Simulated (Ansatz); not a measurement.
Run report: C₄H₈Cl₂, frequency calculation

- system: C₄H₈Cl₂ (1,3-dichlorobutane)
- method: HF/6-31G*, RHF (Ansatz 0.2.0)

The geometry was optimised with HF/6-31G*. Figures and captions count atoms from 1; the log counts them from 0 in places.

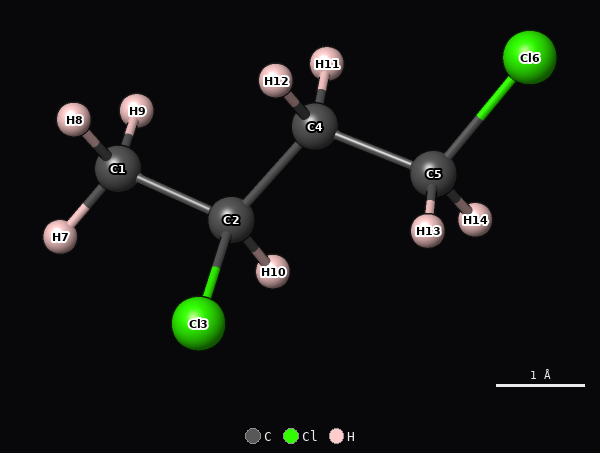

**Figure 1.** The structure (ball-and-stick view, seen at a tilt; atoms are numbered from 1 in the order of the input). Bond lengths as drawn: C–C 1.52 to 1.53 Å, C–Cl 1.80 to 1.81 Å and C–H 1.08 to 1.09 Å.

Input
```yaml
basis:
  gaussian: {orbitals: "6-31G*"}
crystal:
  periodic: [false, false, false]
  atoms:
    - symbol: C
      position_ang: [-1.543239, -1.181236, 0.418220]
    - symbol: C
      position_ang: [-0.134520, -0.795387, -0.006712]
    - symbol: Cl
      position_ang: [1.059748, -1.635677, 1.070827]
    - symbol: C
      position_ang: [0.088917, 0.714404, 0.025262]
    - symbol: C
      position_ang: [1.444183, 1.139019, -0.520819]
    - symbol: Cl
      position_ang: [1.575399, 2.929385, -0.567465]
    - symbol: H
      position_ang: [-1.673623, -2.255555, 0.394267]
    - symbol: H
      position_ang: [-1.753651, -0.831692, 1.422151]
    - symbol: H
      position_ang: [-2.261705, -0.732799, -0.261281]
    - symbol: H
      position_ang: [0.072969, -1.183690, -0.993556]
    - symbol: H
      position_ang: [-0.690538, 1.169888, -0.577854]
    - symbol: H
      position_ang: [-0.030777, 1.080544, 1.038187]
    - symbol: H
      position_ang: [2.256084, 0.787117, 0.092672]
    - symbol: H
      position_ang: [1.590772, 0.795669, -1.533909]
hamiltonian: {xc: hf}
phonons: {temperatures: {t_min: 298.15, t_max: 298.15, t_step: 1}}
```

Command:
```bash
ansatz run in.yaml --threads 1 --pin off --max-ram 3480MiB --events-out events.jsonl --progress --plain --runs-dir runs
```

Output
```
Functional definition: HF
  name "HF"
  exchange = exact_x
  correlation = 0
1312 factors; integrals over basis functions are off by at most 3.9e-4 eV
mean field evaluation 1: about -29252.6567 eV, gradient 2.7e1 eV
mean field evaluation 2: about -29252.7713 eV, gradient 2.7e1 eV
mean field evaluation 4: about -29255.0523 eV, gradient 3.1e0 eV
mean field evaluation 8: about -29255.0837 eV, gradient 1.6e-1 eV
mean field -29255.08378895 eV, -1075.1044994361 hartree, gradient 1.7e-5 eV, S^2 0.000000; 0 other end points of the search recorded, 0 dependent functions left out
the calculation of the forces begins
reference -29255.08378895 eV, -1075.1044994361 hartree; 33, 33 occupied and 81, 81 virtual orbitals, 1312 factors
these checks for a lower state are left out or cut short: stability, starts, cluster_reference, orbital_swaps, neighbouring_geometries, increment
1312 factors; integrals over basis functions are off by at most 3.9e-4 eV
mean field evaluation 16: about -29255.0836 eV, gradient 2.8e-4 eV
mean field -29255.08361921 eV, -1075.1044931979 hartree, gradient 1.7e-6 eV, S^2 0.000000; 0 other end points of the search recorded, 0 dependent functions left out
[... from here on the field's lines of each further geometry are left out, up to the last ...]
the calculation of the forces begins
reference -29255.08368151 eV, -1075.1044954877 hartree; 33, 33 occupied and 81, 81 virtual orbitals, 1312 factors
these checks for a lower state are left out or cut short: stability, starts, cluster_reference, orbital_swaps, neighbouring_geometries, increment
1312 factors; integrals over basis functions are off by at most 3.9e-4 eV
mean field evaluation 512: about -29255.0837 eV, gradient 9.5e-2 eV
mean field -29255.08368297 eV, -1075.1044955411 hartree, gradient 1.6e-6 eV, S^2 0.000000; 0 other end points of the search recorded, 0 dependent functions left out
the calculation of the forces begins
reference -29255.08368297 eV, -1075.1044955411 hartree; 33, 33 occupied and 81, 81 virtual orbitals, 1312 factors
Total energy: -29255.08378895 eV, -1075.1044994361 hartree
Atom 0 at    -1.543239    -1.181236     0.418220 Å, force     0.000099    -0.000065    -0.000291 eV/Å
Atom 1 at    -0.134520    -0.795387    -0.006712 Å, force    -0.000379    -0.000086     0.000277 eV/Å
Atom 2 at     1.059748    -1.635677     1.070827 Å, force    -0.000007    -0.000311    -0.000034 eV/Å
Atom 3 at     0.088917     0.714404     0.025262 Å, force    -0.000260     0.000152    -0.000111 eV/Å
Atom 4 at     1.444183     1.139019    -0.520819 Å, force     0.000180    -0.000119     0.000300 eV/Å
Atom 5 at     1.575399     2.929385    -0.567465 Å, force    -0.000066    -0.000045    -0.000191 eV/Å
Atom 6 at    -1.673623    -2.255555     0.394267 Å, force     0.000241     0.000418    -0.000040 eV/Å
Atom 7 at    -1.753651    -0.831692     1.422151 Å, force     0.000025     0.000035    -0.000141 eV/Å
Atom 8 at    -2.261705    -0.732799    -0.261281 Å, force     0.000335    -0.000040     0.000207 eV/Å
Atom 9 at     0.072969    -1.183690    -0.993556 Å, force     0.000143    -0.000038    -0.000097 eV/Å
Atom 10 at    -0.690538     1.169888    -0.577854 Å, force    -0.000130     0.000131     0.000008 eV/Å
Atom 11 at    -0.030777     1.080544     1.038187 Å, force    -0.000050     0.000047     0.000361 eV/Å
Atom 12 at     2.256084     0.787117     0.092672 Å, force    -0.000161     0.000102    -0.000137 eV/Å
Atom 13 at     1.590772     0.795669    -1.533909 Å, force     0.000032    -0.000181    -0.000111 eV/Å
Dipole moment:    -0.426158    -0.249751    -0.237317 e Å
Vibrations: 81.91 121.63 164.61 257.88 272.18 365.32 437.45 472.49 669.83 809.30 846.05 992.52 1047.03 1106.42 1160.75 1208.66 1231.30 1296.90 1404.13 1416.46 1456.80 1484.85 1552.29 1569.40 1626.71 1634.00 1640.58 1642.34 3214.01 3228.85 3274.02 3278.46 3289.35 3296.06 3309.29 3366.79 cm⁻¹, zero-point energy 3.361622 eV
```

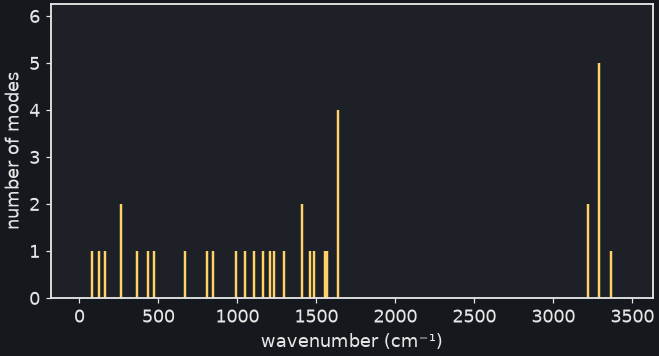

**Figure 2.** Harmonic vibrational wavenumbers from the force constants; neighbouring modes closer than 15 cm⁻¹ are counted in one stick. 36 modes from 82 to 3367 cm⁻¹, none imaginary.

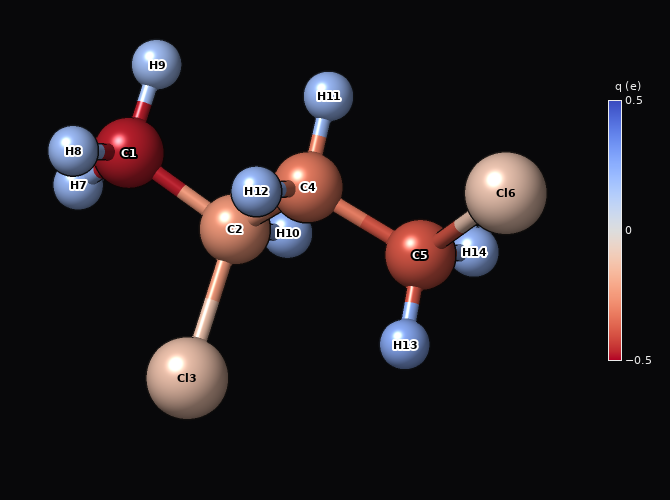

**Figure 3.** Mulliken charges, as the colour of each atom (ball-and-stick view, seen at a tilt; atoms are numbered from 1 in the order of the input; Mulliken charges depend strongly on the basis). By element: C −0.47 to −0.25, Cl −0.11 to −0.10 and H +0.18 to +0.24 e.

Summary

- outcome: converged
- total energy: −1075.104499 hartree
- basis functions: 114
- largest force: 0.000 eV/Å
- zero-point energy: 0.123537 hartree
- dipole moment: 2.63 D
- wavenumbers, lowest and highest: 82 and 3367 cm⁻¹
- hardware: 1 thread of AMD EPYC (Zen 5), 16 GiB of memory available, shared host
- wall time: 2.5 min
- peak memory: 0.3 GiB
